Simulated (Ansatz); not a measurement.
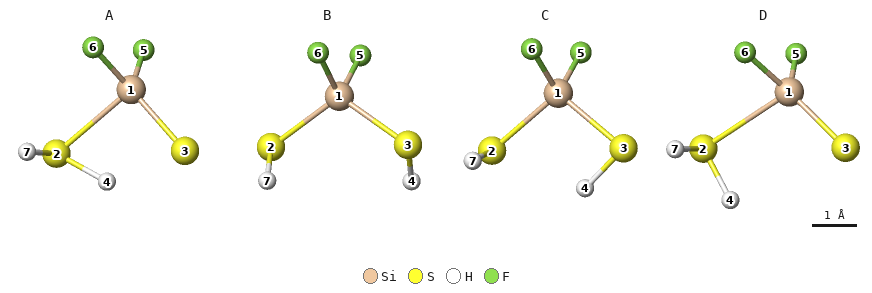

4 geometries from a converged minimum-energy path of SiH₂S₂F₂, shuffled. Style: ball-and-stick. Shown face on.

Computed with UKS PBE/def2-SVP in Ansatz. Set-up: 5 movable images; climbing image; force threshold 0.03 eV/Å; iteration limit 60; starting path through a guess of the saddle point.

**Which frame is the top of the path?**

A. In order along the path, whose images run from 0 to 6: B (image 0, 0.00 eV), C (image 2, +0.18 eV), A (image 4, +1.30 eV), D (image 6, +1.20 eV). A hydrogen atom shifts from one atom to another. Breaking: S3–H4 (1.36 → 2.12 at the top → 3.23 Å). Forming: S2–H4 (3.40 → 1.47 at the top → 1.36 Å).
